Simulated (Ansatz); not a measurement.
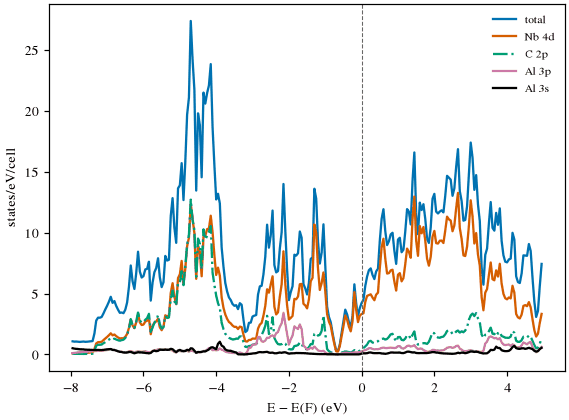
Total and projected density of states of Nb4AlC3 in space group P6_3/mmc (No. 194; Pearson symbol hP16), the program Ansatz at the PBEsol level (PAW)

Which orbitals carry the states next to the Fermi level?

Within 0.5 eV of the Fermi level: Nb 4d 78 %, C 2p 12 %, Al 3p 6 %. Projections are on Löwdin-orthogonalised atomic valence shells; empty p or d shells of many metals are not among them.

Where is the tallest occupied peak in this window, and what makes it?

Near -4.7 eV, about 27 states/eV per cell; the largest projected share is C 2p.

The first step of the workflow began from a Materials Project structure, measured or hypothetical; the Crystallography Open Database copy checked does not list it. Whether it is the stable phase at ambient conditions was not checked. The cell was relaxed with PBEsol under the symmetry of its start; its stability against distortions is not shown here. The run is not spin-polarised. Scalar-relativistic: spin–orbit coupling is off unless named, which matters more the heavier the elements.

Potentials: the later of the program's two PAW sets.
